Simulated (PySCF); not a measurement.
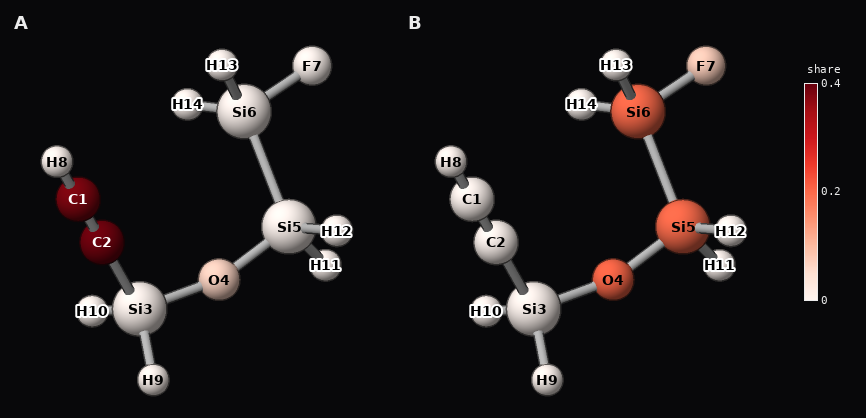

Each panel colours the atoms by their Löwdin share in one orbital (up to four of the largest shares; other atoms are shown as zero). Computed geometry: GFN2-xTB optimisation. No frequency run is at hand to confirm it as a minimum. Method: CAM-B3LYP/def2-SVPD (PySCF 2.14.0).

> The panels show the HOMO−2, HOMO, in some order. Which is which?

A: HOMO−2, −10.07 eV; C2 0.39, C1 0.38, O4 0.07
B: HOMO, −9.53 eV; O4 0.20, Si6 0.20, Si5 0.20, F7 0.07

The geometry is semi-empirical. Around Si such bond lengths and angles can be off by a tenth of an ångström or more and by several degrees, and values that hang on the shape move with them.
